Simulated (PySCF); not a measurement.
**Run report: C9H20OSi, NMR shielding calculation**

- system: C9H20OSi, SMILES C[Si](C)(C)OC1CCCCC1
- method: GIAO B3LYP/pcSseg-1 NMR shielding, non-relativistic, gas phase (PySCF 2.14.0)

The geometry comes from this level: PBE0-D3(BJ)/def2-SVP. Figures and captions count atoms from 1; the log counts them from 0 in places.

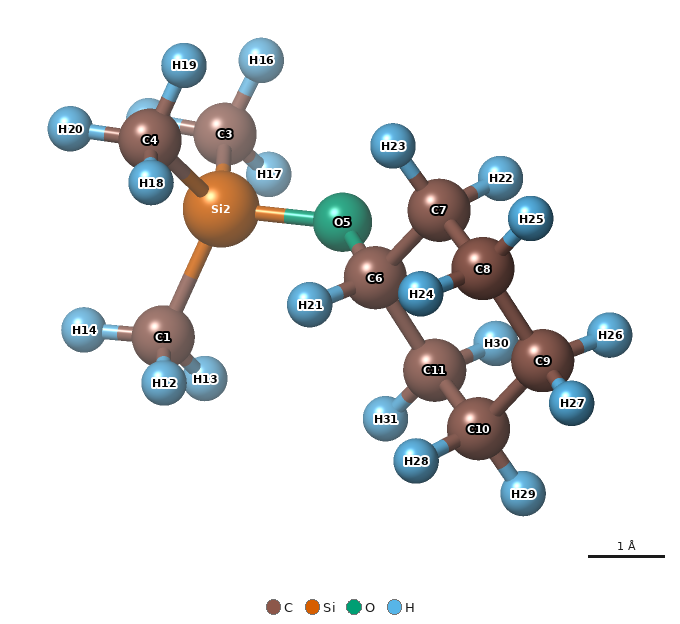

Fig. 1: The input geometry (ball-and-stick view, seen at a tilt; atoms are numbered from 1 in the order of the input). Bond lengths as drawn: C–C 1.52 to 1.53 Å, C–H 1.10 to 1.11 Å, C–O 1.41 Å, C–Si 1.87 to 1.88 Å and O–Si 1.68 Å.

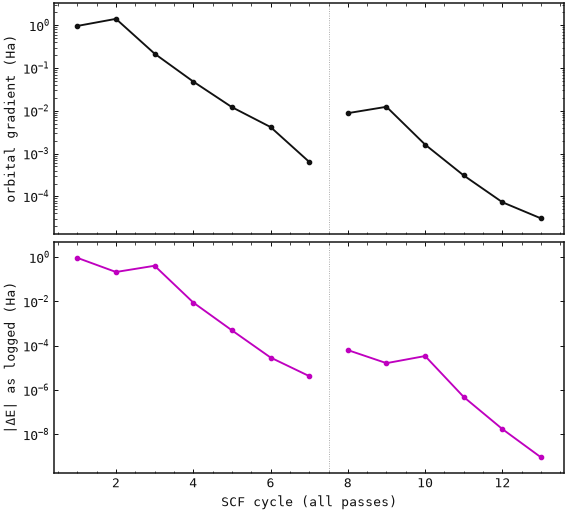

Fig. 2: Convergence of the self-consistent field: orbital gradient and size of the energy change against the SCF cycle. The dotted line marks the change from a coarse to the final integration grid. The first 7 cycles use a coarse grid, the final grid takes over at cycle 8, and the field converges after 13 cycles in all.

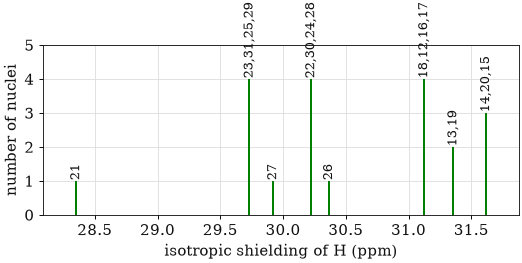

Fig. 3: Isotropic shieldings of the hydrogen nuclei in this fixed geometry, labelled by atom number; shielding grows to the right, so chemical shift grows to the left. The least shielded is H21 (28.3 ppm), the most shielded H15 (31.6 ppm).

The input and output of the run follow.

Input file
```
{"job": {"kind": "nmr", "xc": "B3LYP", "basis": "pcSseg-1", "pop": false}, "charge": 0, "multiplicity": 1}
C      2.426438     0.315114    -1.664372
Si     2.176071    -0.260741     0.106040
C      3.254681    -1.735215     0.492638
C      2.507954     1.156715     1.292503
O      0.602307    -0.805832     0.309226
C     -0.546263    -0.031275     0.064941
C     -1.419177    -0.004523     1.312631
C     -2.727618     0.740768     1.074491
C     -3.487426     0.164575    -0.116141
C     -2.617530     0.149914    -1.369058
C     -1.309255    -0.594778    -1.127749
H      1.758291     1.153930    -1.916711
H      2.224260    -0.504036    -2.372322
H      3.462240     0.655258    -1.825565
H      4.322866    -1.486133     0.393494
H      3.078750    -2.085353     1.521475
H      3.031469    -2.568681    -0.191118
H      1.836366     2.008075     1.097414
H      2.350753     0.835434     2.334134
H      3.543518     1.521812     1.199887
H     -0.268578     1.018541    -0.175646
H     -1.620785    -1.051983     1.597664
H     -0.849400     0.443688     2.142647
H     -2.510803     1.807637     0.882153
H     -3.351088     0.714400     1.982522
H     -3.799265    -0.869025     0.119380
H     -4.412595     0.735838    -0.295767
H     -2.396505     1.191081    -1.667959
H     -3.161438    -0.301652    -2.214244
H     -1.508358    -1.660561    -0.919176
H     -0.662936    -0.563248    -2.019798
```

The first line tells a small driver script what to run in PySCF; the rest is the geometry in Å.

Launch command:
```bash
OMP_NUM_THREADS=2 python <driver script> task.json out
```

The program's output
```
coarse grid: 24888 points
cycle   1  E = -719.4758700405  dE =  9.353e-01  |g| = 9.670e-01  |ddm| = 4.851e+00
cycle   2  E = -719.2611687553  dE =  2.147e-01  |g| = 1.417e+00  |ddm| = 2.402e+00
cycle   3  E = -719.6719312303  dE = -4.108e-01  |g| = 2.173e-01  |ddm| = 1.762e+00
cycle   4  E = -719.6809166944  dE = -8.985e-03  |g| = 4.843e-02  |ddm| = 2.159e-01
cycle   5  E = -719.6814159509  dE = -4.993e-04  |g| = 1.221e-02  |ddm| = 4.997e-02
cycle   6  E = -719.6814455145  dE = -2.956e-05  |g| = 4.182e-03  |ddm| = 1.569e-02
cycle   7  E = -719.6814497985  dE = -4.284e-06  |g| = 6.410e-04  |ddm| = 3.962e-03
final grid: 231448 points
cycle   8  E = -719.7788645091  dE = -6.397e-05  |g| = 8.837e-03  |ddm| = 3.759e-02
cycle   9  E = -719.7788480577  dE =  1.645e-05  |g| = 1.244e-02  |ddm| = 1.630e-02
cycle  10  E = -719.7788825751  dE = -3.452e-05  |g| = 1.625e-03  |ddm| = 1.041e-02
cycle  11  E = -719.7788830620  dE = -4.869e-07  |g| = 3.081e-04  |ddm| = 1.827e-03
cycle  12  E = -719.7788830793  dE = -1.735e-08  |g| = 7.292e-05  |ddm| = 3.398e-04
cycle  13  E = -719.7788830802  dE = -9.138e-10  |g| = 3.053e-05  |ddm| = 9.784e-05
converged SCF energy = -719.7788830802

GIAO shielding tensors (ppm)
atom      isotropic    diamagn.    paramagn.     s11        s22        s33       span
  0 C      180.290     256.763     -76.473    171.582    181.324    187.963     16.381
  1 Si     320.954     883.966    -563.013    299.813    313.049    349.999     50.185
  2 C      179.320     254.380     -75.060    171.812    179.064    187.086     15.274
  3 C      180.760     256.498     -75.738    171.352    181.929    188.998     17.646
  4 O      248.198     405.435    -157.237    233.634    252.692    258.268     24.634
  5 C      105.822     245.866    -140.044     81.675     95.791    139.998     58.323
  6 C      138.808     248.393    -109.585    128.174    134.060    154.190     26.017
  7 C      150.405     247.904     -97.499    144.578    147.556    159.081     14.503
  8 C      149.787     246.905     -97.118    145.738    150.357    153.267      7.529
  9 C      150.471     247.847     -97.377    144.502    147.595    159.315     14.813
 10 C      138.679     249.069    -110.389    127.759    134.021    154.258     26.499
 11 H       31.118      35.617      -4.499     26.987     30.373     35.995      9.008
 12 H       31.346      33.259      -1.913     27.759     29.071     37.210      9.451
 13 H       31.600      29.598       2.002     27.555     28.740     38.506     10.951
 14 H       31.626      27.968       3.658     27.607     28.912     38.360     10.754
 15 H       31.131      31.550      -0.419     27.033     29.114     37.245     10.213
 16 H       31.148      31.785      -0.637     27.011     29.225     37.207     10.196
 17 H       31.092      35.419      -4.327     26.828     30.381     36.068      9.240
 18 H       31.363      32.835      -1.472     27.770     28.887     37.433      9.662
 19 H       31.620      29.425       2.194     27.584     28.760     38.516     10.932
 20 H       28.349      37.893      -9.544     24.047     28.223     32.778      8.731
 21 H       30.202      33.519      -3.316     26.762     29.995     33.850      7.088
 22 H       29.692      34.176      -4.484     24.869     30.216     33.991      9.122
 23 H       30.229      31.767      -1.537     26.348     28.972     35.367      9.019
 24 H       29.753      28.256       1.498     24.594     27.873     36.793     12.199
 25 H       30.364      29.291       1.074     26.934     27.991     36.167      9.233
 26 H       29.919      26.553       3.366     25.282     27.584     36.890     11.608
 27 H       30.240      31.938      -1.698     26.282     29.105     35.331      9.049
 28 H       29.761      28.559       1.202     24.571     27.957     36.753     12.181
 29 H       30.216      33.831      -3.615     26.802     30.092     33.755      6.953
 30 H       29.719      34.898      -5.179     24.688     30.339     34.129      9.440
```

Summary

| quantity | value |
| --- | --- |
| outcome | converged |
| total energy | −719.778883 hartree |
| HOMO | −7.13 eV |
| LUMO | 0.71 eV |
| dipole moment | 0.98 D |
| isotropic shielding, C | 105.8 to 180.8 ppm |
| isotropic shielding, Si | 321.0 ppm |
| isotropic shielding, O | 248.2 ppm |
| isotropic shielding, H | 28.3 to 31.6 ppm |
| hardware | 2 CPU threads, shared host |
| wall time | 66 s (CPU time 2.5 min) |
| peak memory | 2.2 GiB |
